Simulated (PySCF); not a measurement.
# CH₆GeO₂Si: electronic excitations at several levels of theory

How much do the electronic excitations of CH₆GeO₂Si (`O=[CH][GeH2][O][SiH3]`) depend on the level of theory, and what does each level cost?

The runs use PySCF 2.14.0, with density-fitted response routines of our own; the level of theory stands in each step. All values are computed, except where a source is named. Atoms count from 0, in the outputs and in this text.

### Step 1. The starting structure

11 atoms, charge 0, multiplicity 1; geometry from: PBE0-D3(BJ)/def2-SVP.

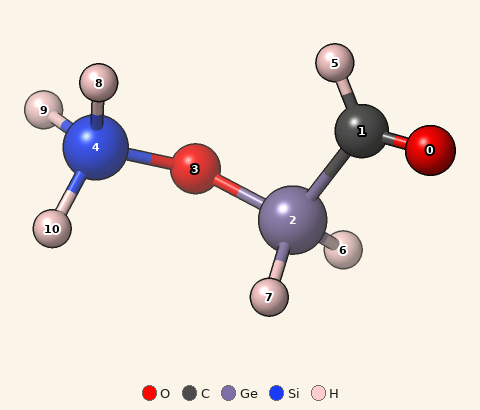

As it starts; oxygen red, carbon dark grey, germanium purple, silicon blue, hydrogen pink, atoms numbered.

### Step 2. Ultraviolet spectrum: B3LYP/def2-SVPD

The job: settings as JSON, then the geometry in Å.

```
{"job": {"kind": "uv", "xc": "B3LYP", "basis": "def2-SVPD", "ip": true}, "charge": 0, "multiplicity": 1}
O     -3.238938    -0.262540     0.872707
C     -2.046091    -0.237576     1.012258
Ge    -0.838706    -0.716199    -0.507734
O      0.838595    -0.547987     0.055349
Si     1.986342     0.638284     0.197247
H     -1.578815     0.049154     1.995305
H     -1.030944    -2.188234    -0.897033
H     -1.088265     0.233895    -1.694378
H      1.576395     1.654369     1.217835
H      3.266088     0.005624     0.624913
H      2.189591     1.343584    -1.107135
```

With the program's defaults for keys left out, this is: TDDFT B3LYP/def2-SVPD, vertical, gas phase, core orbitals frozen in the response.

The run is started by

```
> OMP_NUM_THREADS=1 python probes_run.py task.json out
```

One launch serves the whole session: the jobs run in the order shown.

Standard output:

```text
coarse grid: 44200 points
cycle   1  E = -2558.0268777465  dE = -1.637e-01  |g| = 1.140e+00  |ddm| = 3.949e+00
cycle   2  E = -2557.0018568277  dE =  1.025e+00  |g| = 2.509e+00  |ddm| = 3.679e+00
cycle   3  E = -2558.2570649345  dE = -1.255e+00  |g| = 2.101e-01  |ddm| = 2.730e+00
cycle   4  E = -2558.2617720284  dE = -4.707e-03  |g| = 1.324e-01  |ddm| = 2.540e-01
cycle   5  E = -2558.2641258669  dE = -2.354e-03  |g| = 5.308e-02  |ddm| = 1.670e-01
cycle   6  E = -2558.2646654767  dE = -5.396e-04  |g| = 7.060e-03  |ddm| = 6.026e-02
cycle   7  E = -2558.2646754730  dE = -9.996e-06  |g| = 1.577e-03  |ddm| = 8.901e-03
final grid: 90824 points
cycle   8  E = -2558.2646229848  dE =  9.485e-07  |g| = 2.834e-03  |ddm| = 6.571e-03
cycle   9  E = -2558.2646168077  dE =  6.177e-06  |g| = 6.324e-03  |ddm| = 6.435e-03
cycle  10  E = -2558.2646246045  dE = -7.797e-06  |g| = 4.376e-04  |ddm| = 4.313e-03
cycle  11  E = -2558.2646246485  dE = -4.395e-08  |g| = 8.742e-05  |ddm| = 5.907e-04
cycle  12  E = -2558.2646246500  dE = -1.553e-09  |g| = 2.298e-05  |ddm| = 1.317e-04
cycle  13  E = -2558.2646246501  dE = -9.641e-11  |g| = 5.041e-06  |ddm| = 2.831e-05
converged SCF energy = -2558.2646246501

Static polarisability (au): isotropic 76.782, principal 64.694 76.223 89.428

Singlet excitations
state   eV       nm        f      main configurations
  1   3.2521    381.2   0.00094   H->L 0.98
  2   5.5018    225.4   0.00040   H->L+1 0.97
  3   5.7211    216.7   0.00238   H-1->L 0.77, H-2->L 0.21
  4   5.8024    213.7   0.00336   H-2->L 0.76, H-1->L 0.21
  5   6.2630    198.0   0.00170   H->L+2 0.81, H->L+3 0.17
  6   6.5126    190.4   0.10472   H->L+3 0.71, H->L+2 0.14, H-3->L 0.08
  7   6.8599    180.7   0.03597   H-3->L 0.71, H->L+5 0.08, H-1->L+1 0.08
  8   6.9047    179.6   0.00337   H-1->L+1 0.89
  9   7.0032    177.0   0.00839   H-2->L+1 0.81
 10   7.0643    175.5   0.03649   H->L+4 0.82

Triplet excitations (Tamm-Dancoff, eV): 2.6126 5.3217 5.5330 5.6551
Vertical ionisation energy (delta-SCF) = 9.3745 eV
Vertical electron affinity (delta-SCF) = -0.0468 eV
```

It took 1.7 min on 1 thread of Arm Neoverse N1, shared host; peak memory 0.8 GiB.

The orbitals next to the gap, with their largest atomic shares:

| orbital | eV | atoms |
| --- | --- | --- |
| HOMO−3 | -9.73 | Ge2 23 %, Si4 18 %, H6 16 % |
| HOMO−2 | -8.79 | O3 35 %, Si4 22 %, H8 20 % |
| HOMO−1 | -8.68 | O3 40 %, Si4 19 %, H10 17 % |
| HOMO | -7.09 | O0 45 %, C1 20 %, Ge2 12 % |
| LUMO | -2.17 | C1 42 %, O0 34 %, Ge2 12 % |
| LUMO+1 | -0.68 | Ge2 24 %, Si4 20 %, O3 14 % |
| LUMO+2 | 0.02 | Ge2 36 %, H7 15 %, H6 15 % |

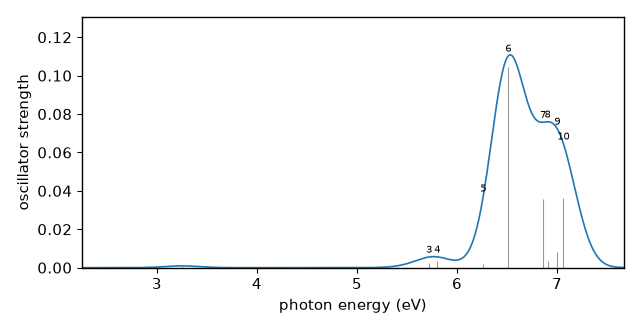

Absorption spectrum from the 10 singlet states computed; above the last one it falls off for lack of states. Lines are broadened to a width of 0.40 eV (Gaussian).

Ground-state properties from the same run:

| property | computed |
| --- | --- |
| dipole moment (D) | 1.27 |
| polarisability (Å³) | 11.38 |
| HOMO–LUMO gap (eV) | 4.92 |
| −ε(HOMO) (eV) | 7.09 |

### Step 3. Excited states and response: PBE0/def2-SVPD

The job, as its differences from that of step 2:

```diff
@@ -1,2 +1,2 @@
-{"job": {"kind": "uv", "xc": "B3LYP", "basis": "def2-SVPD", "ip": true}, "charge": 0, "multiplicity": 1}
+{"job": {"kind": "uv", "xc": "PBE0", "basis": "def2-SVPD", "ip": true}, "charge": 0, "multiplicity": 1}
 O     -3.238938    -0.262540     0.872707
```

With the program's defaults for keys left out, this is: TDDFT PBE0/def2-SVPD, vertical, gas phase, core orbitals frozen in the response.

Standard output:

```text
coarse grid: 44200 points
cycle   1  E = -2557.3910288379  dE = -2.009e-01  |g| = 1.049e+00  |ddm| = 3.888e+00
cycle   2  E = -2556.6754273465  dE =  7.156e-01  |g| = 2.156e+00  |ddm| = 3.214e+00
cycle   3  E = -2557.5921179675  dE = -9.167e-01  |g| = 1.702e-01  |ddm| = 2.273e+00
cycle   4  E = -2557.5950568374  dE = -2.939e-03  |g| = 1.083e-01  |ddm| = 1.961e-01
cycle   5  E = -2557.5968005349  dE = -1.744e-03  |g| = 3.729e-02  |ddm| = 1.376e-01
cycle   6  E = -2557.5970599060  dE = -2.594e-04  |g| = 5.108e-03  |ddm| = 4.293e-02
cycle   7  E = -2557.5970648927  dE = -4.987e-06  |g| = 1.119e-03  |ddm| = 6.167e-03
final grid: 90824 points
cycle   8  E = -2557.5970277104  dE =  3.780e-07  |g| = 1.930e-03  |ddm| = 5.209e-03
cycle   9  E = -2557.5970252465  dE =  2.464e-06  |g| = 4.069e-03  |ddm| = 4.129e-03
cycle  10  E = -2557.5970284546  dE = -3.208e-06  |g| = 2.034e-04  |ddm| = 2.780e-03
cycle  11  E = -2557.5970284635  dE = -8.909e-09  |g| = 4.029e-05  |ddm| = 2.748e-04
cycle  12  E = -2557.5970284638  dE = -2.856e-10  |g| = 1.357e-05  |ddm| = 6.252e-05
converged SCF energy = -2557.5970284638

Static polarisability (au): isotropic 75.980, principal 64.057 75.287 88.597

Singlet excitations
state   eV       nm        f      main configurations
  1   3.2603    380.3   0.00097   H->L 0.97
  2   5.6639    218.9   0.00026   H->L+1 0.96
  3   6.0064    206.4   0.00252   H-1->L 0.72, H-2->L 0.24
  4   6.0806    203.9   0.00429   H-2->L 0.71, H-1->L 0.25
  5   6.4793    191.4   0.00163   H->L+2 0.80, H->L+3 0.17
  6   6.7556    183.5   0.10992   H->L+3 0.67, H->L+2 0.15
  7   7.0228    176.5   0.00343   H-1->L+1 0.95
  8   7.0891    174.9   0.01363   H-3->L 0.52, H-2->L+1 0.28, H->L+5 0.13
  9   7.1565    173.2   0.03171   H-2->L+1 0.60, H-3->L 0.25
 10   7.3632    168.4   0.05848   H->L+4 0.80

Triplet excitations (Tamm-Dancoff, eV): 2.5640 5.4521 5.6114 5.9101
Vertical ionisation energy (delta-SCF) = 9.3734 eV
Vertical electron affinity (delta-SCF) = -0.0780 eV
```

Run time: 1.8 min. Hardware: 1 thread of Arm Neoverse N1, shared host; peak memory 0.8 GiB.

Key values: HOMO -7.29 eV, LUMO -1.90 eV; lowest singlet 3.26 eV.

### Step 4. Ultraviolet spectrum: BHandHLYP/def2-SVPD

The job, as its differences from that of step 3:

```diff
@@ -1,2 +1,2 @@
-{"job": {"kind": "uv", "xc": "PBE0", "basis": "def2-SVPD", "ip": true}, "charge": 0, "multiplicity": 1}
+{"job": {"kind": "uv", "xc": "BHandHLYP", "basis": "def2-SVPD", "ip": true}, "charge": 0, "multiplicity": 1}
 O     -3.238938    -0.262540     0.872707
```

Method: TDDFT BHandHLYP/def2-SVPD, vertical, gas phase, core orbitals frozen in the response.

Standard output:

```text
coarse grid: 44200 points
cycle   1  E = -2557.8763649772  dE = -2.546e-01  |g| = 9.914e-01  |ddm| = 3.789e+00
cycle   2  E = -2557.6254584506  dE =  2.509e-01  |g| = 1.535e+00  |ddm| = 2.532e+00
cycle   3  E = -2558.0706434855  dE = -4.452e-01  |g| = 9.123e-02  |ddm| = 1.514e+00
cycle   4  E = -2558.0715304752  dE = -8.870e-04  |g| = 6.999e-02  |ddm| = 1.289e-01
cycle   5  E = -2558.0723210278  dE = -7.906e-04  |g| = 1.379e-02  |ddm| = 8.484e-02
cycle   6  E = -2558.0723590964  dE = -3.807e-05  |g| = 4.904e-03  |ddm| = 1.918e-02
cycle   7  E = -2558.0723647184  dE = -5.622e-06  |g| = 1.220e-03  |ddm| = 7.369e-03
final grid: 90824 points
cycle   8  E = -2558.0723318171  dE = -3.314e-07  |g| = 1.115e-03  |ddm| = 3.717e-03
cycle   9  E = -2558.0723315522  dE =  2.649e-07  |g| = 1.776e-03  |ddm| = 2.000e-03
cycle  10  E = -2558.0723321246  dE = -5.725e-07  |g| = 1.215e-04  |ddm| = 1.194e-03
cycle  11  E = -2558.0723321293  dE = -4.667e-09  |g| = 8.014e-05  |ddm| = 1.915e-04
cycle  12  E = -2558.0723321310  dE = -1.743e-09  |g| = 2.009e-05  |ddm| = 1.474e-04
cycle  13  E = -2558.0723321311  dE = -7.913e-11  |g| = 5.449e-06  |ddm| = 3.058e-05
converged SCF energy = -2558.0723321311

Static polarisability (au): isotropic 72.820, principal 62.164 72.075 84.222

Singlet excitations
state   eV       nm        f      main configurations
  1   3.3982    364.9   0.00091   H->L 0.92
  2   6.4862    191.2   0.00218   H->L+1 0.82
  3   7.1228    174.1   0.01432   H->L+2 0.54, H->L+3 0.32
  4   7.4342    166.8   0.00779   H-2->L 0.59, H->L+2 0.09
  5   7.4455    166.5   0.00709   H-1->L 0.60, H->L+3 0.12
  6   7.5930    163.3   0.16146   H->L+3 0.24, H-1->L 0.18, H-2->L 0.13
  7   7.6965    161.1   0.02015   H-1->L+1 0.79
  8   7.8154    158.6   0.01923   H-2->L+1 0.68
  9   8.2121    151.0   0.03900   H->L+5 0.44, H->L+4 0.17, H-3->L 0.09
 10   8.4401    146.9   0.00600   H->L+4 0.39, H->L+5 0.16

Triplet excitations (Tamm-Dancoff, eV): 2.7357 5.5570 6.2275 6.7293
Vertical ionisation energy (delta-SCF) = 9.5728 eV
```

Wall time 78 s (1 thread of Arm Neoverse N1, shared host); peak memory 0.8 GiB.

In short: HOMO -8.66 eV, LUMO -0.70 eV; lowest singlet 3.40 eV.

### Step 5. Excited states and response: CAM-B3LYP/def2-SVPD

The job, as its differences from that of step 4:

```diff
@@ -1,2 +1,2 @@
-{"job": {"kind": "uv", "xc": "BHandHLYP", "basis": "def2-SVPD", "ip": true}, "charge": 0, "multiplicity": 1}
+{"job": {"kind": "uv", "xc": "CAM-B3LYP", "basis": "def2-SVPD", "ip": true}, "charge": 0, "multiplicity": 1}
 O     -3.238938    -0.262540     0.872707
```

With the program's defaults for keys left out, this is: TDDFT CAM-B3LYP/def2-SVPD, vertical, gas phase, core orbitals frozen in the response.

Standard output:

```text
coarse grid: 44200 points
cycle   1  E = -2558.0179372974  dE = -2.262e-01  |g| = 1.103e+00  |ddm| = 3.838e+00
cycle   2  E = -2557.6113354648  dE =  4.066e-01  |g| = 1.860e+00  |ddm| = 2.886e+00
cycle   3  E = -2558.2468257997  dE = -6.355e-01  |g| = 1.197e-01  |ddm| = 1.795e+00
cycle   4  E = -2558.2482354282  dE = -1.410e-03  |g| = 7.976e-02  |ddm| = 1.512e-01
cycle   5  E = -2558.2491547206  dE = -9.193e-04  |g| = 2.000e-02  |ddm| = 9.586e-02
cycle   6  E = -2558.2492278624  dE = -7.314e-05  |g| = 6.110e-03  |ddm| = 2.348e-02
cycle   7  E = -2558.2492356587  dE = -7.796e-06  |g| = 1.131e-03  |ddm| = 9.591e-03
final grid: 90824 points
cycle   8  E = -2558.2491959301  dE = -2.732e-07  |g| = 1.169e-03  |ddm| = 3.825e-03
cycle   9  E = -2558.2491955389  dE =  3.913e-07  |g| = 1.970e-03  |ddm| = 2.165e-03
cycle  10  E = -2558.2491962297  dE = -6.908e-07  |g| = 1.125e-04  |ddm| = 1.292e-03
cycle  11  E = -2558.2491962328  dE = -3.092e-09  |g| = 6.684e-05  |ddm| = 1.809e-04
cycle  12  E = -2558.2491962340  dE = -1.186e-09  |g| = 2.423e-05  |ddm| = 1.400e-04
cycle  13  E = -2558.2491962341  dE = -1.337e-10  |g| = 7.876e-06  |ddm| = 3.949e-05
converged SCF energy = -2558.2491962341

Static polarisability (au): isotropic 75.293, principal 63.986 74.478 87.415

Singlet excitations
state   eV       nm        f      main configurations
  1   3.2757    378.5   0.00080   H->L 0.94
  2   6.0831    203.8   0.00109   H->L+1 0.82
  3   6.7088    184.8   0.00678   H->L+2 0.53, H->L+3 0.32
  4   6.9156    179.3   0.00151   H-1->L 0.76
  5   6.9434    178.6   0.00116   H-2->L 0.68, H->L+2 0.09
  6   7.1486    173.4   0.16609   H->L+3 0.38, H->L+2 0.20, H-2->L 0.08
  7   7.2864    170.2   0.00645   H-1->L+1 0.89
  8   7.4138    167.2   0.01496   H-2->L+1 0.73
  9   7.8651    157.6   0.04327   H->L+5 0.45, H->L+4 0.14, H-3->L 0.13
 10   8.1007    153.1   0.09218   H-3->L 0.48, H->L+5 0.19

Triplet excitations (Tamm-Dancoff, eV): 2.6261 5.7725 5.8442 6.3998
Vertical ionisation energy (delta-SCF) = 9.6079 eV
Vertical electron affinity (delta-SCF) = -0.1032 eV
```

Wall time 2.1 min (1 thread of Arm Neoverse N1, shared host); peak memory 0.93 GiB.

This run: HOMO -8.67 eV, LUMO -0.69 eV; lowest singlet 3.28 eV.

### Step 6. TDDFT and polarisability: wB97X-D/def2-SVPD

The job, as its differences from that of step 5:

```diff
@@ -1,2 +1,2 @@
-{"job": {"kind": "uv", "xc": "CAM-B3LYP", "basis": "def2-SVPD", "ip": true}, "charge": 0, "multiplicity": 1}
+{"job": {"kind": "uv", "xc": "wB97X-D", "basis": "def2-SVPD", "ip": true}, "charge": 0, "multiplicity": 1}
 O     -3.238938    -0.262540     0.872707
```

Level: TDDFT wB97X-D/def2-SVPD, vertical, gas phase, core orbitals frozen in the response.

Standard output:

```text
coarse grid: 44200 points
cycle   1  E = -2557.9566637845  dE = -2.603e-01  |g| = 1.089e+00  |ddm| = 3.781e+00
cycle   2  E = -2557.6783124335  dE =  2.784e-01  |g| = 1.675e+00  |ddm| = 2.609e+00
cycle   3  E = -2558.1884095624  dE = -5.101e-01  |g| = 9.550e-02  |ddm| = 1.527e+00
cycle   4  E = -2558.1893840675  dE = -9.745e-04  |g| = 7.310e-02  |ddm| = 1.491e-01
cycle   5  E = -2558.1902249521  dE = -8.409e-04  |g| = 1.389e-02  |ddm| = 9.004e-02
cycle   6  E = -2558.1902659506  dE = -4.100e-05  |g| = 6.532e-03  |ddm| = 2.329e-02
cycle   7  E = -2558.1902751966  dE = -9.246e-06  |g| = 1.114e-03  |ddm| = 1.240e-02
final grid: 90824 points
cycle   8  E = -2558.1899420591  dE = -1.081e-06  |g| = 7.814e-04  |ddm| = 5.754e-03
cycle   9  E = -2558.1899420869  dE = -2.784e-08  |g| = 9.731e-04  |ddm| = 1.582e-03
cycle  10  E = -2558.1899422376  dE = -1.506e-07  |g| = 1.321e-04  |ddm| = 7.156e-04
cycle  11  E = -2558.1899422449  dE = -7.280e-09  |g| = 9.877e-05  |ddm| = 2.799e-04
cycle  12  E = -2558.1899422478  dE = -2.986e-09  |g| = 1.973e-05  |ddm| = 1.990e-04
cycle  13  E = -2558.1899422480  dE = -2.101e-10  |g| = 7.204e-06  |ddm| = 5.400e-05
converged SCF energy = -2558.1899422480

Static polarisability (au): isotropic 75.138, principal 63.858 74.233 87.325

Singlet excitations
state   eV       nm        f      main configurations
  1   3.2996    375.8   0.00088   H->L 0.95
  2   6.1711    200.9   0.00095   H->L+1 0.81
  3   6.8896    180.0   0.00640   H->L+2 0.35, H->L+3 0.34, H-2->L 0.17
  4   6.9359    178.8   0.00424   H-1->L 0.80, H-3->L 0.11
  5   7.0013    177.1   0.00340   H-2->L 0.60, H->L+2 0.19
  6   7.2807    170.3   0.14231   H->L+3 0.29, H->L+2 0.25, H-2->L+1 0.09
  7   7.3584    168.5   0.02054   H-1->L+1 0.83
  8   7.4946    165.4   0.03269   H-2->L+1 0.68, H->L+3 0.10
  9   8.0252    154.5   0.00880   H-3->L 0.33, H->L+5 0.29
 10   8.2012    151.2   0.13753   H-3->L 0.34, H->L+5 0.29

Triplet excitations (Tamm-Dancoff, eV): 2.6911 5.8846 5.9849 6.6184
Vertical ionisation energy (delta-SCF) = 9.5542 eV
```

Wall time 85 s (1 thread of Arm Neoverse N1, shared host); peak memory 0.89 GiB.

This run: HOMO -9.14 eV, LUMO 0.01 eV; lowest singlet 3.30 eV.

### Step 7. TDDFT and polarisability: LC-wPBE/def2-SVPD

The job, as its differences from that of step 6:

```diff
@@ -1,2 +1,2 @@
-{"job": {"kind": "uv", "xc": "wB97X-D", "basis": "def2-SVPD", "ip": true}, "charge": 0, "multiplicity": 1}
+{"job": {"kind": "uv", "xc": "LC-wPBE", "basis": "def2-SVPD", "ip": true}, "charge": 0, "multiplicity": 1}
 O     -3.238938    -0.262540     0.872707
```

With the program's defaults for keys left out, this is: TDDFT LC-wPBE/def2-SVPD, vertical, gas phase, core orbitals frozen in the response.

Standard output:

```text
coarse grid: 44200 points
cycle   1  E = -2557.4744604433  dE = -2.817e-01  |g| = 1.111e+00  |ddm| = 3.777e+00
cycle   2  E = -2557.3090928916  dE =  1.654e-01  |g| = 1.528e+00  |ddm| = 2.386e+00
cycle   3  E = -2557.7135931984  dE = -4.045e-01  |g| = 9.012e-02  |ddm| = 1.304e+00
cycle   4  E = -2557.7147774995  dE = -1.184e-03  |g| = 6.688e-02  |ddm| = 1.542e-01
cycle   5  E = -2557.7154865652  dE = -7.091e-04  |g| = 1.169e-02  |ddm| = 9.224e-02
cycle   6  E = -2557.7155260982  dE = -3.953e-05  |g| = 6.812e-03  |ddm| = 2.849e-02
cycle   7  E = -2557.7155361398  dE = -1.004e-05  |g| = 1.371e-03  |ddm| = 1.185e-02
cycle   8  E = -2557.7155372290  dE = -1.089e-06  |g| = 3.716e-04  |ddm| = 4.759e-03
final grid: 90824 points
cycle   9  E = -2557.7154731845  dE = -6.796e-08  |g| = 6.460e-04  |ddm| = 1.962e-03
cycle  10  E = -2557.7154731637  dE =  2.080e-08  |g| = 8.276e-04  |ddm| = 1.187e-03
cycle  11  E = -2557.7154732788  dE = -1.151e-07  |g| = 5.294e-05  |ddm| = 6.234e-04
cycle  12  E = -2557.7154732800  dE = -1.194e-09  |g| = 3.496e-05  |ddm| = 9.790e-05
cycle  13  E = -2557.7154732804  dE = -4.366e-10  |g| = 1.565e-05  |ddm| = 7.601e-05
converged SCF energy = -2557.7154732804

Static polarisability (au): isotropic 73.484, principal 62.627 72.296 85.531

Singlet excitations
state   eV       nm        f      main configurations
  1   3.2900    376.9   0.00076   H->L 0.92
  2   6.5929    188.1   0.00285   H->L+1 0.59, H->L+2 0.13
  3   7.2567    170.9   0.01711   H->L+4 0.33, H->L+2 0.27, H->L+1 0.17
  4   7.6569    161.9   0.01119   H-1->L+1 0.46, H-2->L+1 0.08
  5   7.6663    161.7   0.01833   H-1->L+1 0.22, H->L+2 0.16, H-2->L+1 0.15
  6   7.7484    160.0   0.01791   H-2->L 0.23, H-1->L 0.16, H-4->L 0.14
  7   7.8895    157.2   0.00402   H-2->L+1 0.36, H-2->L 0.12, H-1->L 0.10
  8   7.9197    156.6   0.17877   H-1->L 0.35, H->L+4 0.19, H-3->L 0.09
  9   8.5661    144.7   0.13354   H->L+5 0.42, H->L+8 0.08
 10   8.6247    143.8   0.00151   H-3->L+1 0.51

Triplet excitations (Tamm-Dancoff, eV): 2.5838 5.8170 6.2633 6.8114
Vertical ionisation energy (delta-SCF) = 9.7145 eV
```

It took 1.7 min on 1 thread of Arm Neoverse N1, shared host; peak memory 0.87 GiB.

This run: HOMO -9.91 eV, LUMO 0.59 eV; lowest singlet 3.29 eV.

### Step 8. Excited states and response: PBE0/6-31G*

The job, as its differences from that of step 7:

```diff
@@ -1,2 +1,2 @@
-{"job": {"kind": "uv", "xc": "LC-wPBE", "basis": "def2-SVPD", "ip": true}, "charge": 0, "multiplicity": 1}
+{"job": {"kind": "uv", "xc": "PBE0", "basis": "6-31G*"}, "charge": 0, "multiplicity": 1}
 O     -3.238938    -0.262540     0.872707
```

Level: TDDFT PBE0/6-31G*, vertical, gas phase, core orbitals frozen in the response.

Standard output:

```text
coarse grid: 44200 points
cycle   1  E = -2557.5437686399  dE = -1.480e-01  |g| = 1.077e+00  |ddm| = 3.178e+00
cycle   2  E = -2556.8182233815  dE =  7.255e-01  |g| = 2.176e+00  |ddm| = 2.458e+00
cycle   3  E = -2557.7573387781  dE = -9.391e-01  |g| = 1.653e-01  |ddm| = 1.804e+00
cycle   4  E = -2557.7599843674  dE = -2.646e-03  |g| = 1.147e-01  |ddm| = 1.586e-01
cycle   5  E = -2557.7620558904  dE = -2.072e-03  |g| = 3.440e-02  |ddm| = 8.864e-02
cycle   6  E = -2557.7622774508  dE = -2.216e-04  |g| = 5.274e-03  |ddm| = 2.947e-02
cycle   7  E = -2557.7622826863  dE = -5.235e-06  |g| = 1.174e-03  |ddm| = 5.084e-03
final grid: 90824 points
cycle   8  E = -2557.7622392132  dE =  4.541e-07  |g| = 2.019e-03  |ddm| = 2.735e-03
cycle   9  E = -2557.7622366854  dE =  2.528e-06  |g| = 4.149e-03  |ddm| = 3.957e-03
cycle  10  E = -2557.7622400041  dE = -3.319e-06  |g| = 2.303e-04  |ddm| = 2.679e-03
cycle  11  E = -2557.7622400139  dE = -9.848e-09  |g| = 3.878e-05  |ddm| = 2.115e-04
cycle  12  E = -2557.7622400142  dE = -2.610e-10  |g| = 1.368e-05  |ddm| = 4.017e-05
converged SCF energy = -2557.7622400142

Static polarisability (au): isotropic 61.115, principal 49.171 61.412 72.763

Singlet excitations
state   eV       nm        f      main configurations
  1   3.3831    366.5   0.00111   H->L 0.97
  2   5.7140    217.0   0.00126   H->L+1 0.96
  3   6.2698    197.7   0.00170   H-1->L 0.68, H-2->L 0.29
  4   6.3667    194.7   0.00320   H-2->L 0.67, H-1->L 0.30
  5   6.9960    177.2   0.10732   H->L+2 0.84
  6   7.1300    173.9   0.01230   H-1->L+1 0.94
  7   7.2587    170.8   0.00551   H-2->L+1 0.88
  8   7.5059    165.2   0.01614   H-3->L 0.77, H->L+4 0.14
  9   7.6442    162.2   0.00940   H->L+3 0.91
 10   7.8949    157.0   0.18313   H->L+4 0.77, H-3->L 0.12

Triplet excitations (Tamm-Dancoff, eV): 2.6659 5.4669 5.6888 6.1415
```

It took 20 s on 1 thread of Arm Neoverse N1, shared host; peak memory 0.55 GiB.

In short: HOMO -7.00 eV, LUMO -1.42 eV; lowest singlet 3.38 eV.

[end of part 1 of 2]
